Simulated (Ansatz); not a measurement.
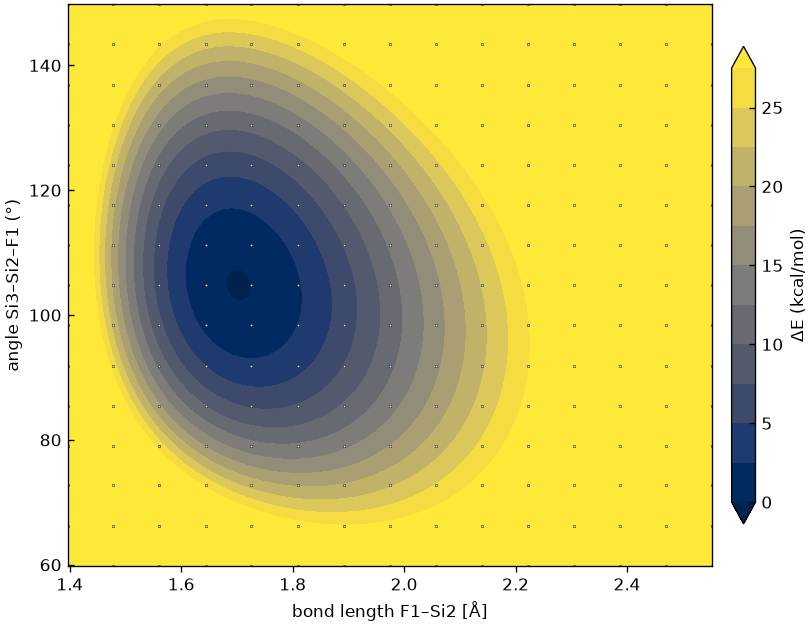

F2HSi2, SMILES F[Si-]=[SiH]F, charge −1. First axis: bond length F1–Si2. Second axis: angle Si3–Si2–F1. Nothing is relaxed (all other coordinates rigid). The scan uses a 15 × 15 grid. Points are written as (first, second). All energies are given in kcal/mol relative to the lowest grid point. The reference is spin-restricted, which grows unreliable where a bond is stretched far. These are results of Ansatz 0.2.0, RHF/def2-SVPD, not measurements.

The picture shows filled contours, dots at the grid points, one colour for all values above the top of the scale. Between grid points the surface is interpolated.

### Estimate the position of the minimum and the force constants in these coordinates.

The interpolated minimum is at bond length F1–Si2 ≈ 1.702 Å, angle Si3–Si2–F1 ≈ 104.8°. The curvatures there are about 22 eV/Å² and 5.3 eV/rad², with a cross term of about 1.7 eV/(Å·rad). Round the minimum the valley is somewhat tilted: raising bond length F1–Si2 shifts the best value of angle Si3–Si2–F1 downwards (coupling k₁₂/√(k₁₁k₂₂) about 0.2). (1 eV is 23.1 kcal/mol.)
